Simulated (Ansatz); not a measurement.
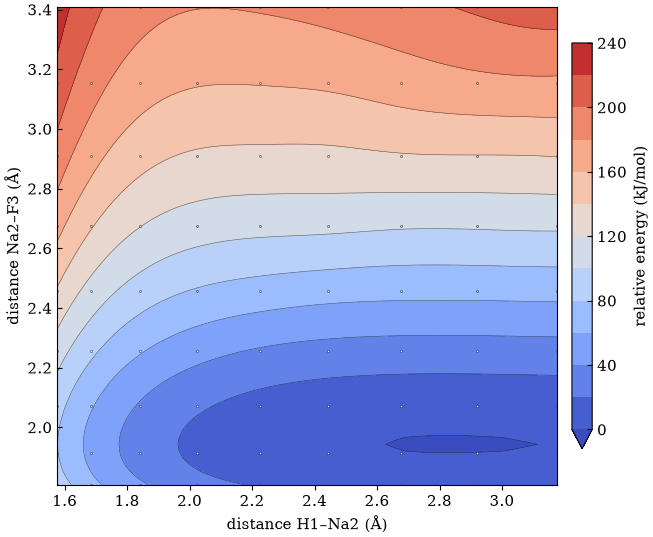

Energy landscape of the system H + NaF, spin multiplicity 2. First axis: distance H1–Na2. Second axis: distance Na2–F3. Nothing is relaxed (the angle H1–Na2–F3 is fixed at 180 degrees). The scan uses a 9 × 9 grid. Points are written as (first, second). All energies are given in kJ/mol relative to the lowest grid point. Method: UKS PBE0-D4/def2-SVPD in Ansatz.

In the figure: filled contours, dots at the grid points. Between grid points the surface is interpolated. 

Summarise what can be read from the map.

Answer. The lowest grid point is at (2.921 Å, 1.915 Å). It is the only kind of minimum in the scanned range. The highest grid point, (1.576 Å, 3.408 Å), lies 230 kJ/mol above the lowest.

The values on the grid:

| distance Na2–F3 ↓, distance H1–Na2 → | 1.576 | 1.683 | 1.840 | 2.023 | 2.226 | 2.444 | 2.677 | 2.921 | 3.176 |
| --- | --- | --- | --- | --- | --- | --- | --- | --- | --- |
| 3.408 | 230 | 206 | 188 | 180 | 182 | 186 | 194 | 202 | 209 |
| 3.153 | 213 | 189 | 169 | 161 | 161 | 163 | 169 | 175 | 177 |
| 2.909 | 192 | 167 | 147 | 138 | 136 | 136 | 139 | 139 | 140 |
| 2.676 | 166 | 142 | 121 | 110 | 106 | 104 | 102 | 102 | 103 |
| 2.458 | 138 | 113 | 91 | 79 | 72 | 68 | 66 | 66 | 66 |
| 2.255 | 109 | 84 | 62 | 47 | 38 | 33 | 32 | 32 | 32 |
| 2.072 | 87 | 62 | 39 | 23 | 14 | 9 | 7 | 7 | 7 |
| 1.915 | 81 | 56 | 32 | 16 | 7 | 2 | 0 | 0 | 1 |
| 1.808 | 92 | 67 | 43 | 27 | 18 | 13 | 11 | 11 | 12 |

Each point was launched as `ansatz run input.yaml --threads 1 --pin off --max-ram 2560MiB --backend cpu --events-out ev --progress --plain --runs-dir out`. Time for the 81 points that were run: 5.7 min on 1 thread of Intel(R) Xeon(R) Platinum 8488C (Sapphire Rapids) (shared host).
